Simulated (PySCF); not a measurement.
# C6H11NSi: what the fields show

Input

```
{"job": {"xc": "PBE0", "basis": "pcSseg-1", "kind": "nmr", "pop": true}, "charge": 0, "multiplicity": 1}
C     -0.758458     2.530619     1.029824
C     -0.730809     1.343510     0.838760
Si    -0.650213    -0.489395     0.513337
C     -2.203068    -0.984163    -0.427122
C     -3.360188    -0.353096    -0.326855
N      0.666499    -1.025580    -0.457283
C      2.045514    -0.866576    -0.065458
C      2.605832     0.518212    -0.384152
H     -0.790513     3.568659     1.202986
H     -0.505127    -1.156853     1.815417
H     -2.146183    -1.859465    -1.062875
H     -3.470606     0.522197     0.292991
H     -4.247664    -0.668289    -0.856295
H      0.561616    -0.974510    -1.460580
H      2.648913    -1.630774    -0.569758
H      2.104336    -1.042940     1.010355
H      2.566871     0.704866    -1.455658
H      3.639216     0.594481    -0.055884
H      2.014227     1.278346     0.120535
```

Run with:

```sh
OMP_NUM_THREADS=1 python ens_run.py task.json out
```

Geometry: GFN2-xTB.

Theory: PySCF 2.14.0, PBE0/pcSseg-1, SCF density, gas phase, non-relativistic.

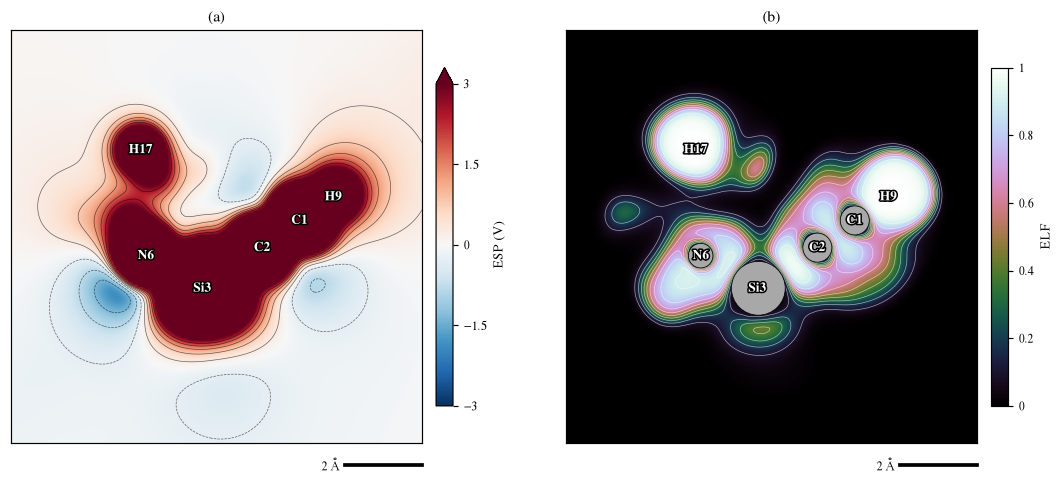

Figure 1. (a) molecular electrostatic potential; (b) electron localisation function on the plane of atoms C2, Si3 and N6. Grey discs cover the atomic cores in the ELF map.

### What does the map show?

Atoms in the plane: C, Si, N and H.
C–C (1.20 Å): the ELF peaks at about 0.85 between the atoms (a short, multiple covalent bond).
Si–N (1.72 Å): the ELF peaks at about 0.90 between the atoms, as expected for a polar covalent bond.
C–Si (1.86 Å): the ELF peaks at about 0.95 between the atoms: a covalent bond.
C–H (1.05 Å): the ELF climbs to about 1 towards the hydrogen, as it does in any bond to H (an ordinary covalent bond to hydrogen).
The ELF also peaks beside N6, away from the bonds: lone-pair regions.
Outside the dense part of the molecule the potential is most negative (−1.9 V) near N6.

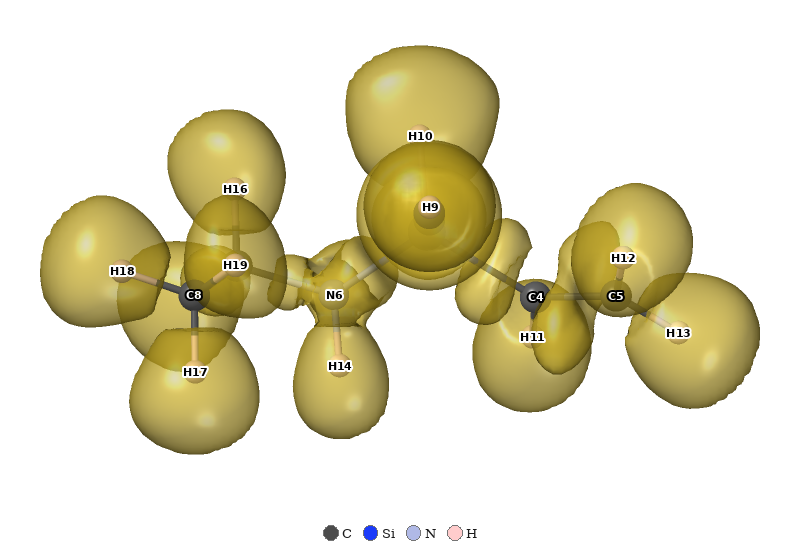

Figure 2. Isosurface of the electron localisation function at 0.75 (yellow), seen from one side. Core shells and regions of very low density are left out.

### Where are the electrons localised?

The surface consists of three regions between bonded C–C atoms (shared pairs), two regions between bonded C–Si atoms (shared pairs), ten regions around hydrogen nuclei and one joined region spread over several atoms (H, N), in which their bonds and any lone pairs are merged. Profiles from the grid: C–N (1.44 Å): the ELF peaks at about 0.90 between the atoms (a shared electron pair).

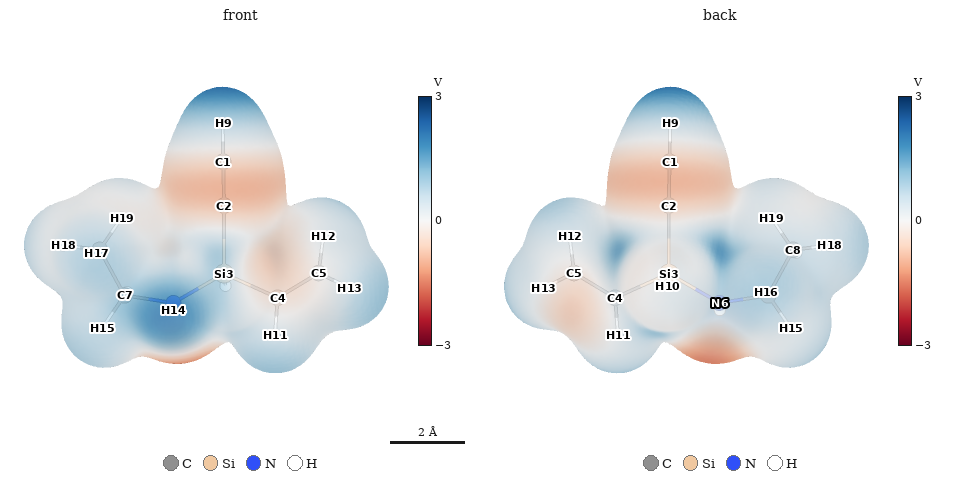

Figure 3. The electrostatic potential painted on the density surface at 0.004 e/bohr³, seen from the front and from behind; red is negative and blue positive.

### Describe the electrostatic potential map.

The most negative region (about −1.4 V) lies over N6, the most positive (about +2.1 V) over H9 and H14. N6 is the likeliest acceptor of a hydrogen bond.

### What dipole moment does the calculation give?

Its dipole moment is 1.09 D.
